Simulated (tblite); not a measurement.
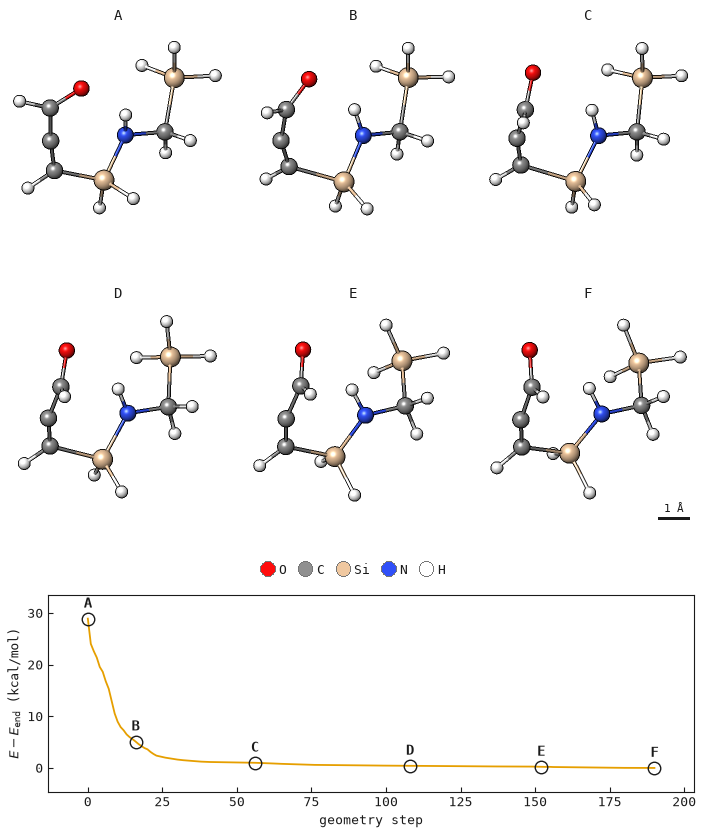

Frames of a relaxation of C$_{4}$H$_{10}$NOSi$_{2}$ (multiplicity 2), marked on the history of the run. The picture is a ball-and-stick view, seen from a free direction.

Level of theory: GFN2-xTB geometry optimisation, gas phase (tblite). 

Question: What happens along the run?

Answer: After 190 geometry steps the energy has fallen by 28.9 kcal/mol. The atom that moves furthest after the best rigid fit is an H atom (1.85 Å). By element the largest moves are H 1.85 Å, O 1.13 Å, C 0.71 Å, N 0.61 Å, Si 0.48 Å. Near-neighbour distances that change, for instance: C–Si 1.804 → 1.928 Å, C–C 1.427 → 1.383 Å, C–C 1.313 → 1.274 Å, H–Si 1.498 → 1.463 Å. Among the angles between lasting bonds that change: C–C–C 175.1° → 161.7°, Si–N–H 107.1° → 118.6°, N–Si–H 107.7° → 118.5°. Groups turn about C–Si by about 40°. Cost: 1.3 s on 1 thread of Arm Neoverse V2, with other jobs on the host. From step 0 to 16: an H atom moves most (0.69 Å), energy −23.8 kcal/mol. From step 16 to 56: an H atom moves most (0.74 Å), energy −4.12 kcal/mol. From step 56 to 108: an H atom moves most (0.60 Å), energy −0.59 kcal/mol. From step 108 to 152: H atoms move most (0.58 Å), energy −0.19 kcal/mol. From step 152 to 190: the O atom moves most (0.35 Å), energy −0.22 kcal/mol.

```csv
step,"E − E(0), kcal/mol"
0,0.00
1,-4.89
2,-6.31
3,-7.54
4,-9.36
5,-10.30
6,-12.12
7,-13.58
8,-15.95
9,-18.37
10,-19.96
19,-25.07
29,-27.21
38,-27.70
48,-27.84
57,-27.94
67,-28.17
76,-28.33
86,-28.38
95,-28.44
105,-28.50
114,-28.53
124,-28.60
133,-28.63
143,-28.64
152,-28.70
162,-28.81
171,-28.87
181,-28.91
190,-28.92
```
